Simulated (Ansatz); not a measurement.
# Random rock-salt alloy of CaS and PbS: how far the plane-wave cutoff must go

How do energy, forces and time move with the plane-wave cutoff?

Method: Kohn-Sham DFT, PBE, PAW, plane waves, in Ansatz 0.2.0.

## Step 1: The starting structure

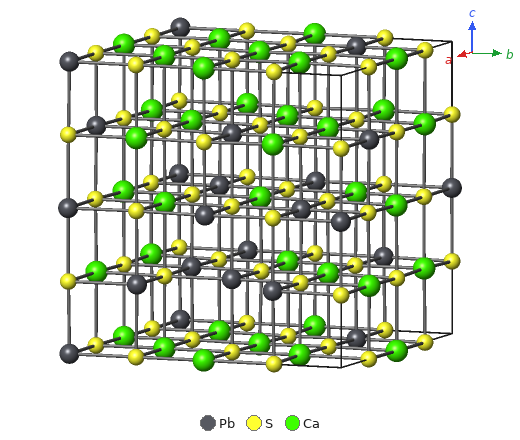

Start, viewed slightly off an axis; lead dark grey, sulfur yellow, calcium green. Some periodic images of atoms are drawn too.

The cell holds 64 atoms: 12 Pb, 32 S and 20 Ca. Cell: a = 11.565 Å, b = 11.565 Å, c = 11.565 Å, α = 90.0°, β = 90.0°, γ = 90.0°. Rock-salt CaS, 2 x 2 x 2 conventional cells, 12 of 32 Ca sites given to Pb at random (x = 0.375), lattice by Vegard's rule (a = 5.782 A); not relaxed, displaced by a Gaussian of 0.02 A.

## Step 2: Script and output

ASE makes the structure inside the script; the seeds are typed, so the same atoms come back each time. The cell is 11.5 Å or more across in its periodic directions, and the Γ point alone is taken as a first sampling. A smearing of 0.05 eV is typed, for levels that come near the Fermi level; it changes nothing where a wide gap is open. The highest cutoff serves as the reference; forces are the test that matters for later relaxations, while absolute energies converge more slowly and partly cancel in differences.

Input file converge.py:

```python
import time
import numpy as np
from ase.build import bulk
import ansatz as az

u = bulk('CaS', 'rocksalt', a=5.7823, cubic=True)
atoms = u.repeat([2, 2, 2])
rng = np.random.default_rng(10050)
sites = rng.permutation([a.index for a in atoms if a.symbol == 'Ca'])
new = ['Pb'] * 12
for k, e in zip(sites, new): atoms[k].symbol = e
atoms.rattle(0.02, seed=10050)
atoms.wrap()
print("formula", atoms.get_chemical_formula(mode="reduce") if len(atoms) < 20 else atoms.get_chemical_formula())
print("cell (A, deg)", np.round(atoms.cell.cellpar(), 3))

base = (
    az.Crystal.from_ase(atoms)
    .calculation()
    .functional("pbe")
    .kpoints(1, 1, 1)
    .occupations("fermi_dirac", width=0.05)
    .forces()
    .band_table()
)

def gap_of(report):
    e = np.concatenate(report["eigenvalues_ev"]); f = np.concatenate(report["occupations"])
    f = f / f.max()  # a half-filled level counts on both sides, so the gap is then zero
    return e[f > 0.3].max(), e[f < 0.7].min()

rows = []
for cutoff in [180, 260, 340, 420, 550]:
    start = time.time()
    try:
        r = base.basis(cutoff).run(threads=4).report
    except az.AnsatzError as error:
        print(cutoff, 'failed:', str(error)[:110])
        continue
    homo, lumo = gap_of(r)
    rows.append((cutoff, r['free_energy_ev'] / len(atoms), np.array(r['forces_ev_ang']), max(lumo - homo, 0), np.nan, r['n_iterations'], time.time() - start))
    print(cutoff, f"F = {r['free_energy_ev']:.4f} eV, {r['n_iterations']} iterations, {time.time() - start:.0f} s", flush=True)

ref = rows[-1]
scale = np.sqrt(np.mean(ref[2] ** 2))
print(f"r.m.s. force of the reference: {scale:.3f} eV/A")
print("  cutoff  dE (meV/atom)  dF rms (meV/A)  dF (%)  gap (eV)  iter  time (s)")
for name, e, f, gap, p, n, t in rows:
    df = np.sqrt(np.mean((f - ref[2]) ** 2))
    print(f"{str(name):>8s} {1000 * (e - ref[1]):14.2f} {1000 * df:15.2f} {100 * df / scale:7.2f} {gap:9.3f} {n:5d} {t:9.1f}")
```

Command:

```bash
> python converge.py
```

The program printed:

```text
formula Ca20Pb12S32
cell (A, deg) [11.565 11.565 11.565 90.    90.    90.   ]
DeckWarning: basis.ecutwfc = 180 eV is below the records' recommended 420 eV, and the density's cutoff is lower with it unless basis.ecutrho_ratio is high enough to keep the records' density cutoff: compare with a run at a higher cutoff
180 F = -207959.9511 eV, 10 iterations, 8 s
DeckWarning: basis.ecutwfc = 260 eV is below the records' recommended 420 eV, and the density's cutoff is lower with it unless basis.ecutrho_ratio is high enough to keep the records' density cutoff: compare with a run at a higher cutoff
260 F = -208168.5530 eV, 9 iterations, 8 s
DeckWarning: basis.ecutwfc = 340 eV is below the records' recommended 420 eV, and the density's cutoff is lower with it unless basis.ecutrho_ratio is high enough to keep the records' density cutoff: compare with a run at a higher cutoff
340 F = -208176.2282 eV, 8 iterations, 11 s
420 F = -208176.3381 eV, 8 iterations, 13 s
550 F = -208176.3578 eV, 8 iterations, 22 s
r.m.s. force of the reference: 0.282 eV/A
  cutoff  dE (meV/atom)  dF rms (meV/A)  dF (%)  gap (eV)  iter  time (s)
     180        3381.35           28.23   10.00     2.240    10       7.6
     260         121.95            4.06    1.44     1.860     9       8.4
     340           2.03            0.20    0.07     1.824     8      11.2
     420           0.31            0.08    0.03     1.823     8      12.9
     550           0.00            0.00    0.00     1.824     8      22.2
```

Run time: 63 s. Hardware: 4 threads of Arm Neoverse V1, shared host; peak memory 2.6 GiB.

## Step 3: Analysis

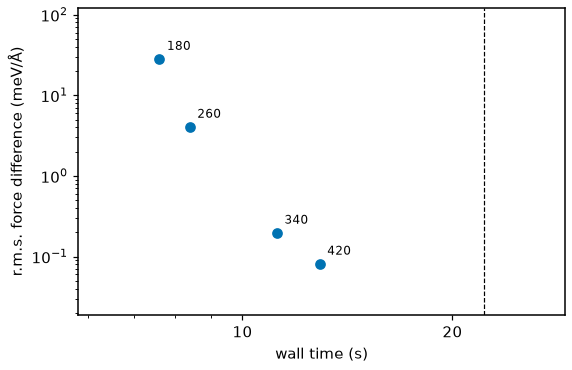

Force difference against time; the dashed line is the time of the reference run (550).

## Step 4: Outcome

| Quantity | Value |
| --- | --- |
| reference run | 550, 22 s |
| r.m.s. force component of the reference | 0.282 eV/Å |
| largest r.m.s. force difference | 28.2 meV/Å (180) |
| smallest r.m.s. force difference | 0.0814 meV/Å (420) |
| energy differences | 0.309 to 3381 meV/atom |
| gap on the mesh | 1.82 eV (420) to 2.24 eV (180) |

What this shows: The cheapest setting whose forces lie within 1 % of the reference is 340 eV, at 0.50 times the reference's time. Unless the band edges fold onto the sampled k-points, the gap at this level is narrower than the printed one, by up to an eV in wide bands, and a small gap may close. Local and semilocal functionals put gaps too low. Spin–orbit coupling is left out, and it can shift gaps where Pb states form a band edge. Notices that the program raised in these runs, those on memory apart: cutoff below recommended.

[Logs are printed without paths, hosts, clocks, repeated set-up lines and the standing remarks that a program may print on its own settings, such as how far it seeks lower states.]

[Hosts, paths, dates, database ids (printed as entryN), source tags and the programs' standing remarks are cut or masked in the printed files.]

[Scripts of this kind were picked in part by their result: those with far moves, changed bonds, near-zero gaps or large misses at database cells are mostly left out.]
